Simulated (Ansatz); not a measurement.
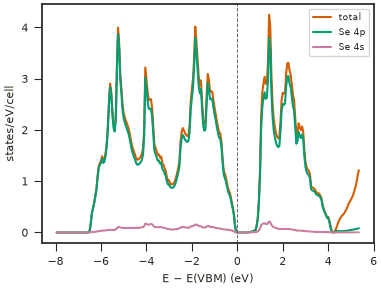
Fig. 1. Total and projected density of states of Se (trigonal Se type, P3_121), the program Ansatz at the PBEsol level (PAW)

Q: Which orbitals carry the states next to the gap?

A: Top 1 eV of the valence band: Se 4p 94 %. Bottom 1 eV of the conduction band: Se 4p 90 %, Se 4s 6 %. Projections are on Löwdin-orthogonalised atomic valence shells; empty p or d shells of many metals are not among them.

Q: Where is the tallest occupied peak in this window, and what makes it?

A: Near -1.9 eV, about 4.0 states/eV per cell; the largest projected share is Se 4p.

Symmetry was held in the PBEsol relaxation. A crystal of weakly bound chains computed without a dispersion correction: the cell and the soft elastic constants depend strongly on that. Scalar-relativistic: spin–orbit coupling is off unless named, which matters more the heavier the elements.

Potentials: the later of the program's two PAW sets.
